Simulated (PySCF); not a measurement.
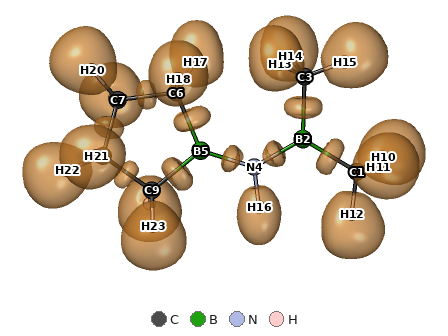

The picture shows: C6H15B2N (SMILES CB(C)NB1CCCC1). Isosurface of the ELF at 0.85 (orange), seen across its widest extent. Only the valence region is drawn (cores and ρ < 0.01 e/Å³ removed).

Geometry: GFN2-xTB.

Method: PBE0/pcSseg-1, SCF density, gas phase, non-relativistic in PySCF.

```xyz
24

C    -3.4174    0.5128   -0.8003
B    -2.0680    0.0572   -0.1005
C    -2.1297   -0.8513    1.1941
N    -0.8350    0.4814   -0.6610
B     0.5122    0.2382   -0.3201
C     1.1113   -0.6395    0.8585
C     2.6079   -0.7388    0.5206
C     2.9516    0.5681   -0.1953
C     1.7519    0.8472   -1.1129
H    -4.0204   -0.3516   -1.0746
H    -4.0299    1.0973   -0.1154
H    -3.2723    1.1105   -1.6985
H    -1.5627   -0.4198    2.0154
H    -1.6942   -1.8299    1.0031
H    -3.1464   -1.0138    1.5429
H    -0.9428    1.0795   -1.4716
H     0.6748   -1.6267    1.0004
H     0.9918   -0.1119    1.8086
H     2.7679   -1.5753   -0.1631
H     3.2301   -0.9002    1.4019
H     3.0386    1.3704    0.5405
H     3.8963    0.5028   -0.7373
H     1.6846    1.9048   -1.3725
H     1.8880    0.3082   -2.0554
```

Question: What do the ELF domains correspond to?

Answer: The surface consists of four regions between bonded B–C atoms (shared pairs), two regions between bonded B–N atoms (shared pairs), three regions between bonded C–C atoms (shared pairs) and 15 regions around hydrogen nuclei.

Values along the shortest contacts:
B–N (1.41 Å): the ELF peaks at about 0.95 between the atoms (a polar covalent bond). C–C (1.53 Å): the ELF peaks at about 0.95 between the atoms: a shared electron pair.
